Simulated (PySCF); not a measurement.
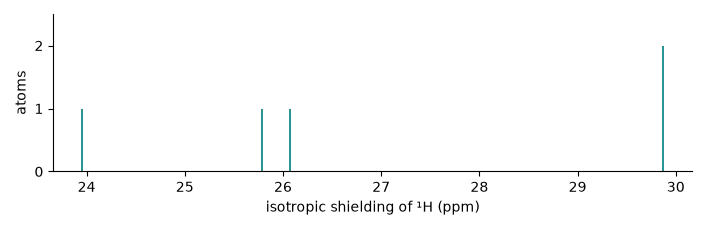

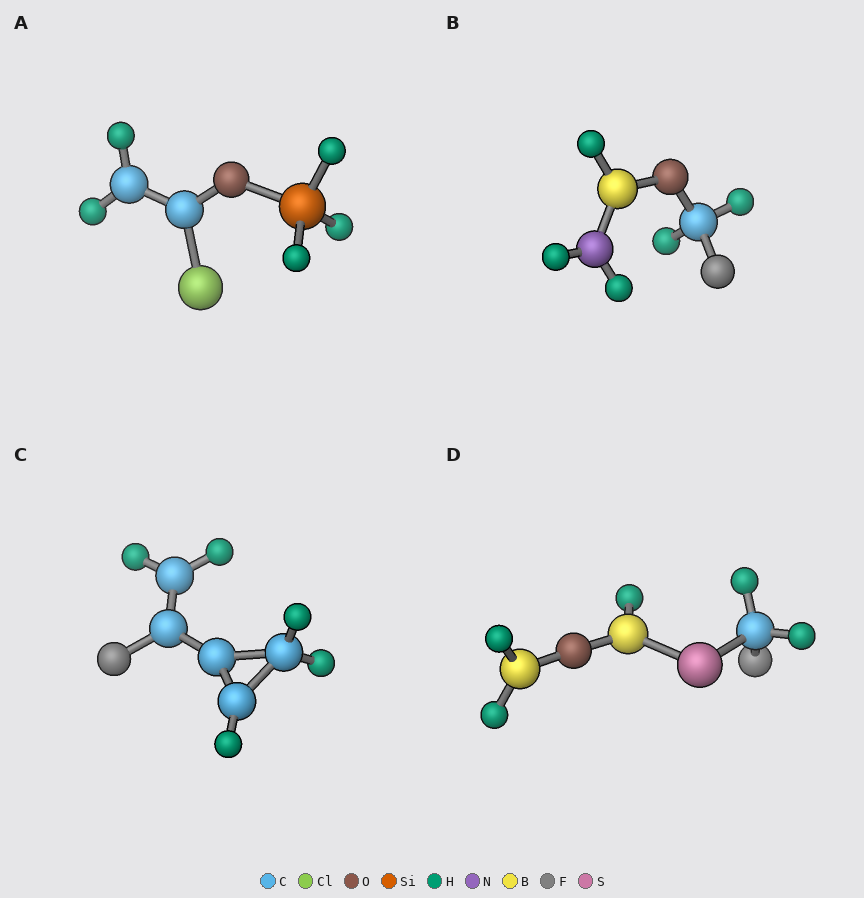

The sticks are computed shieldings of one of the molecules, for one fixed geometry (PBE0-D3(BJ)/def2-SVP) without averaging over rotations. Low shielding means a high chemical shift. Method: GIAO LC-wPBE/pcSseg-2 NMR shielding, non-relativistic, gas phase (PySCF 2.14.0).

> Match the spectrum to a structure.

C, `C=C(F)C1=CC1`. Its 5 H atoms give lines at 23.96, 25.79, 26.07, 29.87 (2 atoms) ppm.
